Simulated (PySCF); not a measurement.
```xyz
25

C     0.1898    2.3810    1.0774
Si    0.6682    0.5901    0.6669
N     1.7864    0.6810   -0.6583
Si    2.6404   -0.5525   -1.5208
C    -0.8777   -0.4670    0.2356
C    -0.4887   -1.9408    0.1284
C    -1.4824   -0.0225   -1.0973
C    -1.9360   -0.3232    1.3314
H    -0.3639    2.8508    0.2700
H    -0.4247    2.4243    1.9694
H     1.0744    2.9811    1.2629
H     1.3549   -0.0287    1.8137
H     1.9050    1.6076   -1.0341
H     2.9693   -1.6083   -0.5675
H     3.8331    0.0935   -2.0726
H     1.8346   -1.1016   -2.6221
H    -1.3583   -2.5499   -0.1201
H    -0.0789   -2.3013    1.0694
H     0.2625   -2.0841   -0.6449
H    -1.7921    1.0199   -1.0554
H    -2.3585   -0.6238   -1.3419
H    -0.7574   -0.1345   -1.9007
H    -1.5326   -0.6160    2.2985
H    -2.7970   -0.9563    1.1167
H    -2.2815    0.7053    1.4046
```

Geometry: GFN2-xTB.

Theory: PySCF 2.14.0, PBE0/pcSseg-1, SCF density, gas phase, non-relativistic.

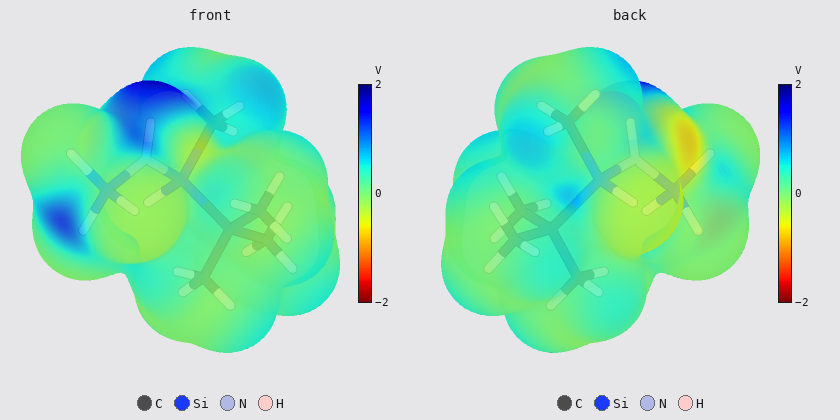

C5H17NSi2. The electrostatic potential painted on the density surface at 0.002 e/bohr³, seen from the front and from behind; red is negative and blue positive.

Describe the electrostatic potential map.

Answer. The most negative region (about −0.7 V, or −16 kcal/mol for a unit charge) lies over N3, the most positive (about +1.6 V, or +37 kcal/mol for a unit charge) over H13.
